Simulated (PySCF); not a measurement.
**CH11ClSi4: electronic excitations**

Wanted: the electronic excitations of CH11ClSi4 (`C[Si]([SiH3])([SiH3])[SiH2]Cl`), by calculation.

The runs use PySCF 2.14.0, with density-fitted response routines of our own; the level of theory stands in each step. All values are computed, except where a source is named. Atoms count from 0, in the outputs and in this text.

## (1) The starting structure

17 atoms, charge 0, multiplicity 1; geometry from: GFN2-xTB.

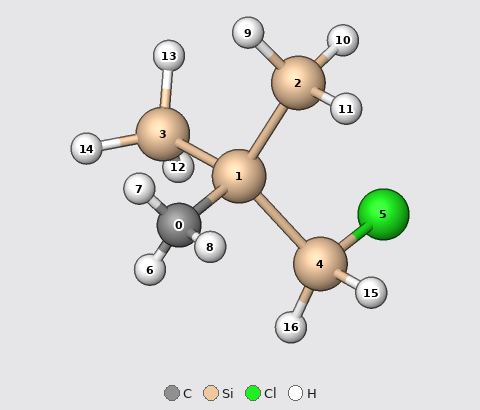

The starting geometry (carbon grey, silicon light orange, chlorine green, hydrogen white), atoms numbered; sticks join atoms by distance.

## (2) Excited states and response: CAM-B3LYP/def2-SVPD

The job: settings as JSON, then the geometry in Å.

```
{"job": {"kind": "uv", "xc": "CAM-B3LYP", "basis": "def2-SVPD", "nstates": 8, "ntriplets": 3}, "charge": 0, "multiplicity": 1}
C     -0.642595    -1.593450    -1.017589
Si    -0.008473    -0.066509    -0.038430
Si     1.052691     1.353255    -1.578974
Si     1.447337    -0.874704     1.620285
Si    -1.937092     0.921263     0.847411
Cl    -1.295509     2.523352     1.940172
H     -1.156269    -2.299691    -0.371496
H      0.182549    -2.123323    -1.484008
H     -1.333858    -1.310333    -1.806210
H      2.152510     0.692297    -2.289235
H      1.626611     2.520058    -0.906886
H      0.151258     1.864344    -2.617002
H      0.965550    -0.609535     2.977749
H      2.777540    -0.267588     1.515851
H      1.650549    -2.324226     1.528795
H     -2.896863     1.478756    -0.110233
H     -2.742933     0.128063     1.779892
```

With the program's defaults for keys left out, this is: TDDFT CAM-B3LYP/def2-SVPD, vertical, gas phase, core orbitals frozen in the response.

On the command line:

```console
$ OMP_NUM_THREADS=1 python probes_run.py task.json out
```

One launch serves the whole session: the jobs run in the order shown.

Standard output:

```text
coarse grid: 16032 points
cycle   1  E = -1662.1634219286  dE = -2.640e-02  |g| = 3.558e-01  |ddm| = 4.893e+00
cycle   2  E = -1662.1806262674  dE = -1.720e-02  |g| = 2.944e-01  |ddm| = 1.062e+00
cycle   3  E = -1662.2055866691  dE = -2.496e-02  |g| = 3.052e-02  |ddm| = 4.797e-01
cycle   4  E = -1662.2059284670  dE = -3.418e-04  |g| = 1.192e-02  |ddm| = 1.015e-01
cycle   5  E = -1662.2059759137  dE = -4.745e-05  |g| = 2.659e-03  |ddm| = 2.705e-02
cycle   6  E = -1662.2059780177  dE = -2.104e-06  |g| = 6.417e-04  |ddm| = 5.708e-03
final grid: 129752 points
cycle   7  E = -1662.4069911610  dE = -1.297e-05  |g| = 2.078e-03  |ddm| = 4.650e-02
cycle   8  E = -1662.4069914382  dE = -2.773e-07  |g| = 1.860e-03  |ddm| = 7.479e-03
cycle   9  E = -1662.4069923397  dE = -9.014e-07  |g| = 1.468e-04  |ddm| = 2.451e-03
cycle  10  E = -1662.4069923466  dE = -6.969e-09  |g| = 6.160e-05  |ddm| = 4.399e-04
cycle  11  E = -1662.4069923479  dE = -1.286e-09  |g| = 1.002e-05  |ddm| = 1.300e-04
cycle  12  E = -1662.4069923480  dE = -4.093e-11  |g| = 3.824e-06  |ddm| = 2.851e-05
converged SCF energy = -1662.4069923480

Static polarisability (au): isotropic 142.327, principal 134.519 145.003 147.459

Singlet excitations
state   eV       nm        f      main configurations
  1   5.9654    207.8   0.04434   H->L 0.92
  2   6.1856    200.4   0.03821   H-1->L 0.91
  3   6.5913    188.1   0.00149   H->L+2 0.28, H->L+1 0.28, H-1->L+1 0.25
  4   6.8324    181.5   0.00744   H->L+1 0.46, H->L+2 0.27, H->L+4 0.11
  5   6.9865    177.5   0.05830   H-2->L 0.33, H-1->L+1 0.32, H->L+4 0.11
  6   7.0322    176.3   0.00559   H-3->L 0.72, H-3->L+4 0.09
  7   7.0985    174.7   0.01292   H-2->L 0.47, H->L+4 0.26
  8   7.1427    173.6   0.23237   H-1->L+2 0.26, H->L+2 0.24, H-1->L+1 0.12

Triplet excitations (Tamm-Dancoff, eV): 5.3200 5.6116 5.9345
```

Wall time 58 s (1 thread of Arm Neoverse V2, shared host); peak memory 1.1 GiB.

The orbitals next to the gap, with their largest atomic shares:

```csv
orbital,eV,atoms
HOMO−3,-10.20,"Cl5 63 %, Si4 17 %, H15 9 %"
HOMO−2,-10.06,"C0 28 %, Si1 24 %, Si3 10 %"
HOMO−1,-9.39,"Si1 30 %, Si3 21 %, Si2 19 %"
HOMO,-9.17,"Si1 24 %, Si4 23 %, Cl5 22 %"
LUMO,-0.06,"Si1 21 %, Si4 20 %, Si3 11 %"
LUMO+1,0.57,"Si1 22 %, Si3 21 %, Si4 13 %"
LUMO+2,0.67,"Si1 20 %, Si3 17 %, Si2 16 %"
```

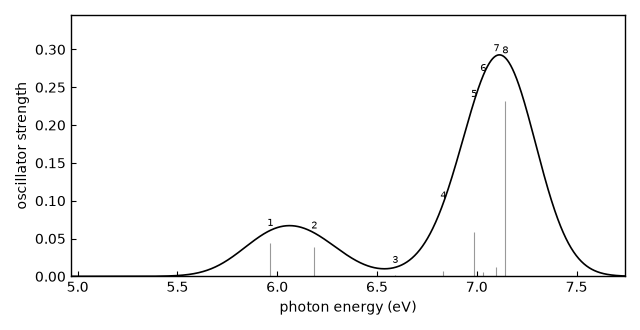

Absorption spectrum from the 8 singlet states computed; above the last one it falls off for lack of states. Lines are broadened to a width of 0.40 eV (Gaussian).

Further results of this job:

```csv
property,computed
dipole moment (D),2.34
polarisability (Å³),21.09
HOMO–LUMO gap (eV),9.11
−ε(HOMO) (eV),9.17
```

## (3) Outcome

```
                                quantity                        value
    lowest singlet (CAM-B3LYP/def2-SVPD)  5.97 eV (208 nm), f = 0.044
brightest single state of those computed  state 8, 7.14 eV, f = 0.232
                          lowest triplet                      5.32 eV
```

The first singlet state (HOMO→LUMO 0.92) lies at 5.97 eV and is weak; of the 8 states computed, the strongest absorption comes from state 8 at 7.14 eV (the last computed, so partners may be missing). The lowest triplet lies 0.65 eV below the lowest singlet (triplets in Tamm-Dancoff, singlets in full TDDFT).
